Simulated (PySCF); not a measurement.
```csv
atom,x (Å),y (Å),z (Å)
Si,-3.2833,0.9909,0.7818
C,-2.7301,-0.7849,0.3912
B,-1.5090,-0.7960,-0.6057
N,-0.2175,-0.8424,-0.1146
C,1.0206,-0.7817,-0.8605
C,1.8218,0.4517,-0.4979
C,2.7659,0.4105,0.6665
C,3.3015,0.4800,-0.7313
H,-2.2212,1.7101,1.4981
H,-3.6089,1.7330,-0.4395
H,-4.4758,0.9568,1.6392
H,-2.4893,-1.2749,1.3369
H,-3.5876,-1.3146,-0.0251
H,-1.6629,-0.7410,-1.7692
H,-0.0505,-0.8686,0.8824
H,1.6244,-1.6778,-0.6615
H,0.7725,-0.7653,-1.9250
H,1.2739,1.3729,-0.6578
H,2.8741,-0.5210,1.2024
H,2.8524,1.2837,1.2951
H,3.7530,1.4013,-1.0651
H,3.7655,-0.4034,-1.1432
```

Geometry: GFN2-xTB.

Theory: PySCF, PBE0/pcSseg-1, SCF density, gas phase, non-relativistic.

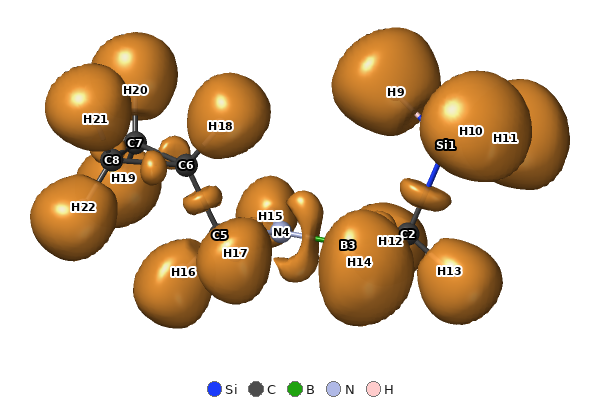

C5H14BNSi (SMILES [SiH3]CBNCC1CC1). Isosurface of the ELF at 0.85 (orange), seen at a tilt. Core shells and regions of very low density are left out.

What do the ELF domains correspond to?

Answer. The surface consists of one region between bonded B–C atoms (shared pairs), one region between bonded B–N atoms (shared pairs), four regions between bonded C–C atoms (shared pairs), one region between bonded C–N atoms (shared pairs), one region between bonded C–Si atoms (shared pairs) and 14 regions around hydrogen nuclei. Profiles from the grid: B–N (1.38 Å): the ELF peaks at about 0.95 between the atoms (a short, strongly polar bond). C–N (1.45 Å): the ELF peaks at about 0.95 between the atoms, as expected for a covalent bond.
